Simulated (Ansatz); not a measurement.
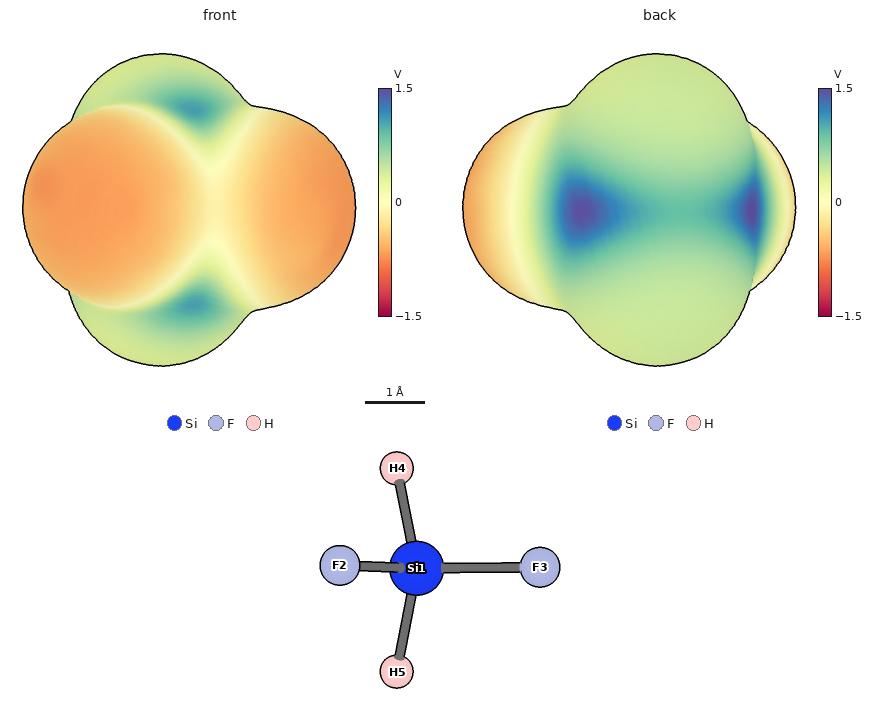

*F₂H₂Si. The molecular electrostatic potential painted on the density surface at 0.001 e/bohr³, seen from the front and from behind; the colour scale runs from red (negative) to blue (positive). The bare structure is drawn below in the same view.*

The product side of a reaction path; geometry: PBE0-D4/def2-TZVP.

These are results of RKS PBE0-D4/def2-TZVPP in Ansatz 0.2.0, not measurements.

The calculation's input:

```
crystal:
  periodic: [false, false, false]
  atoms:
    - {symbol: Si, position_ang: [-0.051719, -0.012354, 0.010949]}
    - {symbol: F, position_ang: [0.589655, 1.437098, 0.052715]}
    - {symbol: F, position_ang: [1.082818, -1.037585, -0.408271]}
    - {symbol: H, position_ang: [-1.103546, -0.029486, -1.022387]}
    - {symbol: H, position_ang: [-0.517108, -0.357673, 1.366892]}
basis:
  gaussian: {orbitals: def2-TZVPP}
hamiltonian: {xc: pbe0, dispersion: d4}
output: {orbitals: {seedname: orbitals}}
```

Run with:

```sh
ansatz run in.yaml --threads 2 --pin off --events-out ev --progress --plain --max-ram 4352MiB
```

**Describe the electrostatic potential map.**

The most negative region (about −0.7 V, or −16 kcal/mol for a unit charge) lies over F2 and F3, the most positive (about +1.5 V, or +35 kcal/mol for a unit charge) over Si1.
